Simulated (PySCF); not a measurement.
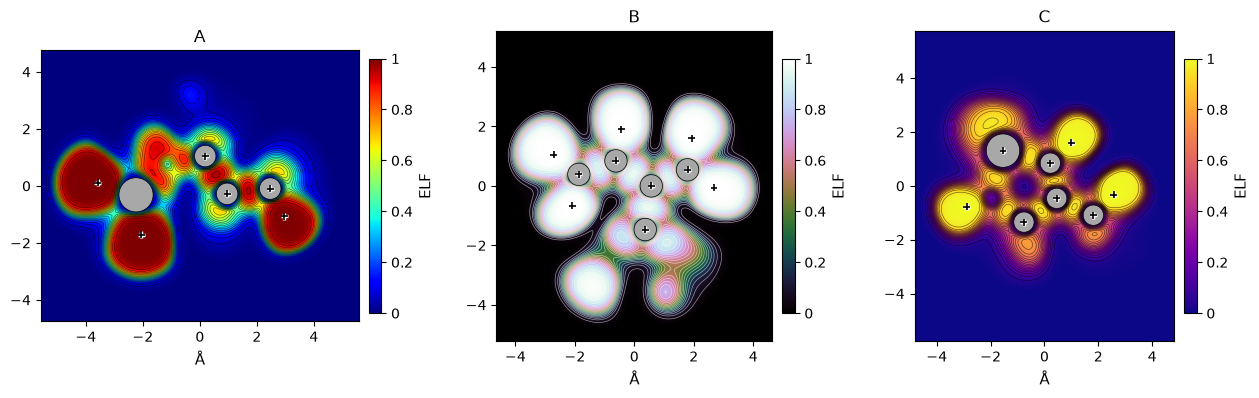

The electron localisation function of 3 systems, each on a plane through atoms (crosses mark nuclei in the plane; grey discs cover the cores).

The calculation used PySCF 2.14.0, PBE0/pcSseg-1, SCF density, gas phase, non-relativistic.

System 1: C$_{5}$H$_{16}$N$_{2}$Si, the plane of atoms C2, C1 and H11. Geometry: GFN2-xTB.

```xyz
24

C    -2.6226    0.6862   -0.6600
C    -1.2313    0.0794   -0.7943
C    -0.5043   -0.0606    0.5483
C    -1.1271   -1.1478    1.4231
N     0.9161   -0.3153    0.3681
Si    1.5693   -1.4928   -0.7047
N     1.7116    0.7189    0.9210
C     2.0918    1.7386   -0.0420
H    -3.2750    0.0432   -0.0756
H    -2.5705    1.6574   -0.1721
H    -3.0710    0.8208   -1.6418
H    -1.3024   -0.9032   -1.2648
H    -0.6266    0.7132   -1.4463
H    -0.5682    0.8929    1.0864
H    -0.5547   -1.2482    2.3412
H    -1.1197   -2.1009    0.9017
H    -2.1516   -0.8945    1.6803
H     0.7985   -2.7222   -0.5441
H     2.9555   -1.6529   -0.2569
H     1.5836   -1.1305   -2.1346
H     2.5501    0.2946    1.3107
H     1.1868    2.2255   -0.4040
H     2.7046    2.4783    0.4698
H     2.6454    1.3396   -0.9019
```

System 2: C$_{7}$H$_{15}$PSi, the plane of atoms C4, C3 and C9. Geometry: GFN2-xTB.

```yaml
atoms:
  - { symbol: C, position_ang: [-2.5497, 0.9535, 0.8778] }
  - { symbol: C, position_ang: [-2.2323, 0.8684, -0.6163] }
  - { symbol: C, position_ang: [-0.9780, 0.0905, -0.8708] }
  - { symbol: C, position_ang: [0.1780, 0.6171, -1.2629] }
  - { symbol: P, position_ang: [1.5376, -0.5737, -1.4644] }
  - { symbol: C, position_ang: [2.1961, -0.5211, 0.2778] }
  - { symbol: Si, position_ang: [3.0890, 1.1151, 0.6548] }
  - { symbol: C, position_ang: [0.2964, -1.9633, -1.2779] }
  - { symbol: C, position_ang: [-0.9710, -1.3950, -0.6351] }
  - { symbol: H, position_ang: [-2.7395, -0.0347, 1.2900] }
  - { symbol: H, position_ang: [-3.4336, 1.5663, 1.0390] }
  - { symbol: H, position_ang: [-1.7155, 1.3994, 1.4153] }
  - { symbol: H, position_ang: [-3.0686, 0.3882, -1.1316] }
  - { symbol: H, position_ang: [-2.1188, 1.8772, -1.0181] }
  - { symbol: H, position_ang: [0.3255, 1.6658, -1.4696] }
  - { symbol: H, position_ang: [2.8982, -1.3529, 0.3696] }
  - { symbol: H, position_ang: [1.3777, -0.6911, 0.9791] }
  - { symbol: H, position_ang: [2.1175, 2.2098, 0.7300] }
  - { symbol: H, position_ang: [4.0742, 1.3874, -0.3910] }
  - { symbol: H, position_ang: [3.7506, 0.9801, 1.9565] }
  - { symbol: H, position_ang: [0.0762, -2.3274, -2.2853] }
  - { symbol: H, position_ang: [0.7266, -2.7928, -0.7144] }
  - { symbol: H, position_ang: [-1.8669, -1.8598, -1.0536] }
  - { symbol: H, position_ang: [-0.9815, -1.5874, 0.4420] }
```

System 3: C$_{6}$H$_{9}$B (SMILES BC(=C)C(=C)C=C), the plane of atoms H15, C7 and H16. Geometry: GFN2-xTB.

```yaml
atoms:
  - { symbol: B, position_ang: [-0.6792, 1.4428, 1.0220] }
  - { symbol: C, position_ang: [-0.8690, 0.1306, 0.2143] }
  - { symbol: C, position_ang: [-2.0604, -0.2463, -0.2648] }
  - { symbol: C, position_ang: [0.3042, -0.7479, -0.0041] }
  - { symbol: C, position_ang: [0.2657, -2.0550, 0.2673] }
  - { symbol: C, position_ang: [1.5210, -0.1272, -0.5120] }
  - { symbol: C, position_ang: [1.6473, 1.1623, -0.8003] }
  - { symbol: H, position_ang: [-1.3989, 2.3473, 0.8425] }
  - { symbol: H, position_ang: [0.1421, 1.5039, 1.8526] }
  - { symbol: H, position_ang: [-2.9429, 0.3537, -0.1144] }
  - { symbol: H, position_ang: [-2.2000, -1.1721, -0.8035] }
  - { symbol: H, position_ang: [1.1250, -2.6889, 0.1218] }
  - { symbol: H, position_ang: [-0.6171, -2.5264, 0.6642] }
  - { symbol: H, position_ang: [2.3570, -0.7990, -0.6620] }
  - { symbol: H, position_ang: [2.5702, 1.5781, -1.1677] }
  - { symbol: H, position_ang: [0.8276, 1.8532, -0.6673] }
```

Q: Which map belongs to which system?

A: Panel A is system 1, C$_{5}$H$_{16}$N$_{2}$Si: the plane holds C and H. C–C (1.52 Å): the ELF peaks at about 0.95 between the atoms; localised, covalent bonding. Panel B is system 3, C$_{6}$H$_{9}$B: the plane holds C and H. C–C (1.33 Å): the ELF peaks at about 0.95 between the atoms; a multiple bond. Panel C is system 2, C$_{7}$H$_{15}$PSi: the plane holds C, P and H. C–C (1.33 Å): the ELF peaks at about 0.90 between the atoms (a short, multiple covalent bond).
